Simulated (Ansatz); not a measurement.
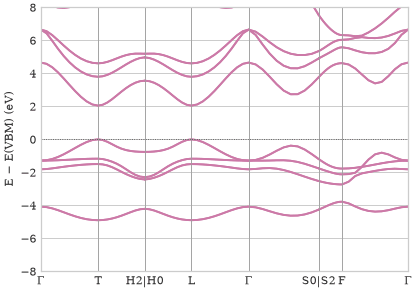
Fig. 1. Band structure from the program Ansatz at the PBE+D3(BJ) with spin–orbit coupling level (PAW)

Problem. Read off the gap and where the band edges lie.

Solution. About 2.0 eV (2.05 eV by a search for the band edges); maximum at T, minimum at L.

The material is TlBr (rock salt, Fm-3m).

A made-up cell: these elements were put on the sites of a structure type; the Crystallography Open Database copy checked does not list it. COD files the formula under space group No. 221, so this cell is another polymorph or a model. Whether it is the stable phase at ambient conditions was not checked. Symmetry was held in the PBE+D3(BJ) relaxation; phonons on a q-mesh show no instability.

Potentials: the later of the program's two PAW sets.
